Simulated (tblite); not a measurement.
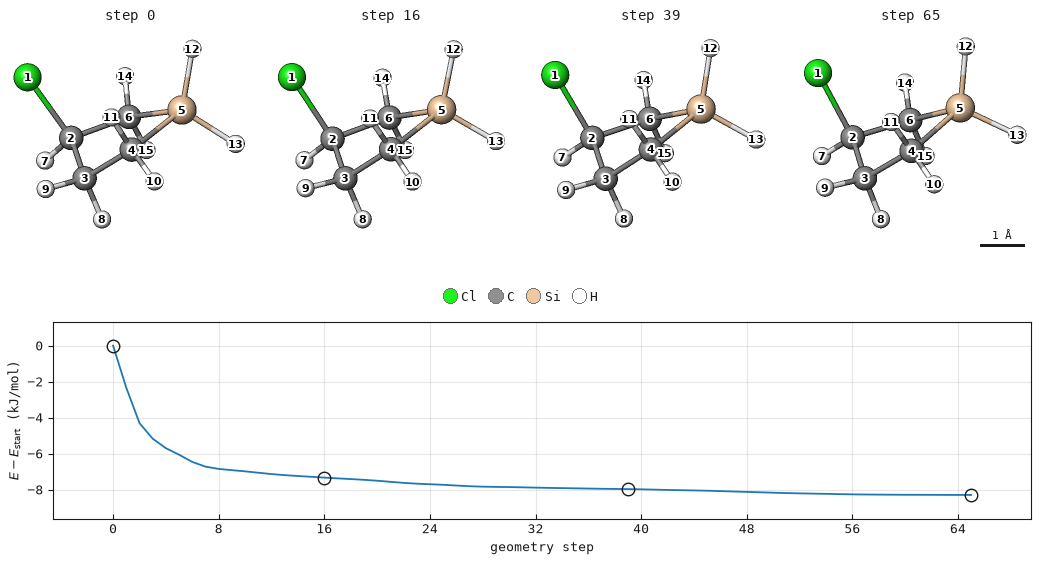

Frames of a relaxation of C4H9ClSi, marked on the history of the run. The picture is a ball-and-stick view, seen from a free direction.

Computed with tblite, GFN2-xTB geometry optimisation, gas phase. 

Q: What happens along the run?

A: After 65 geometry steps the energy has fallen by 8.29 kJ/mol. The largest move after the best rigid fit is that of Cl1, 0.28 Å. By element the largest moves are Cl 0.28 Å, H 0.22 Å, C 0.08 Å, Si 0.06 Å. Among the contacts that change: C2–C3 1.551 → 1.522 Å, Si5–H13 1.484 → 1.465 Å, C2–C6 1.538 → 1.519 Å, Si5–H12 1.478 → 1.462 Å. Among the angles between lasting bonds that change: Si5–C6–H15 107.3° → 111.4°, Si5–C6–H14 111.6° → 114.9°, H12–Si5–H13 114.4° → 111.6°. Cost: 0.65 s on 1 thread of Arm Neoverse N1, on a shared host. From step 0 to 16: Cl1 moves most (0.11 Å), energy −7.33 kJ/mol. From step 16 to 39: Cl1 moves most (0.11 Å), energy −0.64 kJ/mol. From step 39 to 65: H12 moves most (0.12 Å), energy −0.33 kJ/mol.
